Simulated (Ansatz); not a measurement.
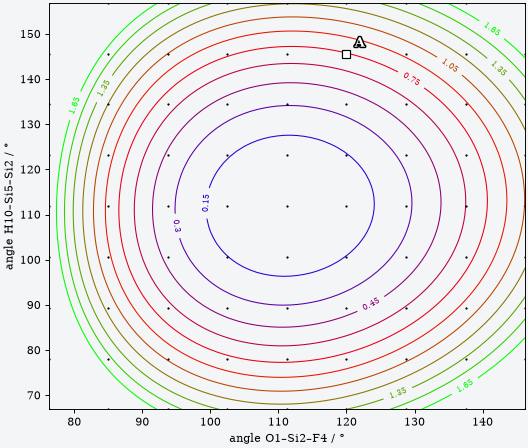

ClFH₄O₂Si₂, SMILES O[Si](O)(F)[SiH2]Cl. The first coordinate is: angle O1–Si2–F4; the second: angle H10–Si5–Si2. Nothing is relaxed (all other coordinates rigid). Grid: 9 × 9 points. Points are written as (first, second). Energies: eV, counted from the relaxed molecule at the same level. These are results of Ansatz, RKS PBE0-D4/def2-SVP, not measurements.

The picture shows contour lines labelled in eV (none above 1.65), dots at the grid points, the point A. Between grid points the surface is interpolated.

Question: Which way does the force act at A, and how strong is it?

Answer: A, at (120.0°, 145.6°), is not a stationary point. The computed force is 0.014 eV for each degree towards smaller values of angle O1–Si2–F4 and 0.04 eV for each degree towards smaller values of angle H10–Si5–Si2.
